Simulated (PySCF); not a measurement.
**Tl: excitation energy in x2c-TZVPPall plus 1 even-tempered diffuse shell per l**

Each state of thallium is computed at each level; their differences give the excitation energy. How far do the methods differ?

Program: PySCF 2.14.0. Level of theory: unrestricted determinants in a Gaussian basis, no spin-orbit coupling in the energies. These are calculated values, not measurements, unless marked.

## Step 1: Starting point

| Quantity | Value |
| --- | --- |
| Element | thallium (Z = 81) |
| Basis | x2c-TZVPPall with one added diffuse shell each of s, p, d, f type (12s8p7d4f, 99 functions) |
| Hamiltonian | scalar relativity by spin-free X2C-1e |
| State 1 | Tl: [Xe] 4f14 5d10 6s1 6p2, high-spin 4P determinant (an excited configuration) |
| Needed too, but not shown | Tl [Xe] 4f14 5d10 6s2 6p1 (2P) |
| Methods | CCSD(T) |
| Core shells frozen in the correlated runs | valence and next inner shell: [Kr] 4d10 4f14 (for Tl) |

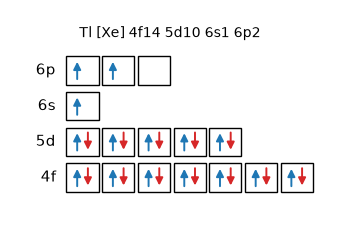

The shells outside the core, filled by Hund's rule for the drawing.

One driver process ran all states and methods and kept the integrals in memory. Each run is shown as a PySCF script that sums up its settings (the driver passes frozen orbitals as a list and adds second-order terms of double hybrids); the logs are those of the runs themselves. The driver starts from symmetry-adapted Hartree-Fock orbitals, holds the occupation by maximum overlap and uses a logarithmic radial grid for functionals, so a plain start would take other cycles.

The integrals over 99 functions and the set-up took 21 s of CPU time.

## Step 2: Tl [Xe] 4f14 5d10 6s1 6p2, at CCSD(T) (valence and next inner shell)

Level: CCSD(T) (valence and next inner shell).

File input.py:

```python
from pyscf import gto, scf, dft, mp, cc
import basis_set_exchange as bse
mol = gto.M(atom="Tl 0 0 0", charge=0, spin=3, symmetry="D2h",
            basis=gto.basis.parse(bse.get_basis("x2c-TZVPPall", elements=["Tl"], fmt="nwchem", augment_diffuse=1)),
            nucmod="G")
mf = scf.UHF(mol).sfx2c1e()
mf.irrep_nelec = {'Ag': (12, 11), 'B1g': (3, 3), 'B2g': (3, 3), 'B3g': (3, 3), 'Au': (1, 1), 'B1u': (7, 6), 'B2u': (7, 6), 'B3u': (6, 6)}
mf.kernel()
mycc = cc.CCSD(mf, frozen=30).run()
mycc.ccsd_t()
```

The log of the run:

```text
CC2 = 0
CCSD nocc = (np.int64(12), np.int64(9)), nmo = (69, 69)
frozen orbitals [[0, 1, 2, 3, 4, 5, 6, 7, 8, 9, 10, 11, 12, 13, 14, 15, 16, 17, 18, 19, 20, 21, 22, 24, 25, 26, 27, 28, 29, 30], [0, 1, 2, 3, 4, 5, 6, 7, 8, 9, 10, 11, 12, 13, 14, 15, 16, 17, 18, 19, 20, 21, 22, 24, 25, 26, 27, 28, 29, 30]]
max_cycle = 100
direct = 0
conv_tol = 1e-08
conv_tol_normt = 1e-06
diis_space = 8
diis_start_cycle = 0
Init t2, MP2 energy = -0.43083868351162
Init E_corr(UCCSD) = -0.430838683519221
cycle = 1  E_corr(UCCSD) = -0.397501196293887  dE = 0.0333374872  norm(t1,t2) = 0.0629054
cycle = 2  E_corr(UCCSD) = -0.407875366417571  dE = -0.0103741701  norm(t1,t2) = 0.0170356
cycle = 3  E_corr(UCCSD) = -0.407302254395046  dE = 0.000573112023  norm(t1,t2) = 0.00755988
cycle = 4  E_corr(UCCSD) = -0.408087792730905  dE = -0.000785538336  norm(t1,t2) = 0.00342911
cycle = 5  E_corr(UCCSD) = -0.408143368638667  dE = -5.55759078e-05  norm(t1,t2) = 0.00091335
cycle = 6  E_corr(UCCSD) = -0.408090702580893  dE = 5.26660578e-05  norm(t1,t2) = 0.000284068
cycle = 7  E_corr(UCCSD) = -0.408099947363462  dE = -9.24478257e-06  norm(t1,t2) = 7.3909e-05
cycle = 8  E_corr(UCCSD) = -0.408101525639579  dE = -1.57827612e-06  norm(t1,t2) = 2.31103e-05
cycle = 9  E_corr(UCCSD) = -0.408100494401553  dE = 1.03123803e-06  norm(t1,t2) = 1.18539e-05
cycle = 10  E_corr(UCCSD) = -0.408100499572404  dE = -5.17085053e-09  norm(t1,t2) = 4.00981e-06
cycle = 11  E_corr(UCCSD) = -0.40810062506983  dE = -1.25497426e-07  norm(t1,t2) = 1.24718e-06
cycle = 12  E_corr(UCCSD) = -0.40810059292887  dE = 3.21409599e-08  norm(t1,t2) = 2.59824e-07
cycle = 13  E_corr(UCCSD) = -0.408100596456334  dE = -3.52746388e-09  norm(t1,t2) = 7.3078e-08
UCCSD converged
E(UCCSD) = -20243.76402172257  E_corr = -0.4081005964563341
UCCSD(T) correction = -0.00823056937324782
```

It used 92 s of CPU time after the integrals (shared host).

CCSD correlation -0.40810 hartree, triples -0.00823; total -20243.772252. T1 = 0.009, largest double amplitude 0.035.

Spin-orbit coupling is strong in this species (close to jj coupling), so the high-spin LS determinant is a model state, not a physical level.

## Step 3: Differences of total energies

Excitation energy: Tl [Xe] 4f14 5d10 6s2 6p1 (2P) → Tl [Xe] 4f14 5d10 6s1 6p2 (4P).

```
                                method  value (eV)  less CCSD(T) (valence and next inner shell) (eV)
                                   UHF       4.350                                            -1.454
    MP2 (valence and next inner shell)       6.024                                            +0.221
SCS-MP2 (valence and next inner shell)       6.093                                            +0.290
   CCSD (valence and next inner shell)       5.725                                            -0.078
CCSD(T) (valence and next inner shell)       5.803                                            +0.000
```

Spin-orbit coupling is strong in these open shells (close to jj coupling). The scalar numbers leave it out, so it can dominate the gap to the real levels.

The differences also use runs on Tl [Xe] 4f14 5d10 6s2 6p1 (2P), which are not shown here. The runs at UHF, MP2 (valence and next inner shell) are not shown; their differences are listed all the same.

## Step 4: Summary of results

```
                                      quantity                                                       value
excitation energy, Tl → [Xe] 4f14 5d10 6s1 6p2  UHF 4.350, CCSD(T) (valence and next inner shell) 5.803 eV
```

Each level's miss (mean over 1 difference):

```
                                method  mean absolute miss against CCSD(T) (valence and next inner shell) (eV)
                                   UHF                                                                   1.454
    MP2 (valence and next inner shell)                                                                   0.221
SCS-MP2 (valence and next inner shell)                                                                   0.290
   CCSD (valence and next inner shell)                                                                   0.078
CCSD(T) (valence and next inner shell)                                                                   0.000
```

What this shows: The methods span 1.744 eV, from UHF (4.350) to SCS-MP2 (valence and next inner shell) (6.093). No reference value is at hand in this session. The basis is finite, and no extrapolation was made.
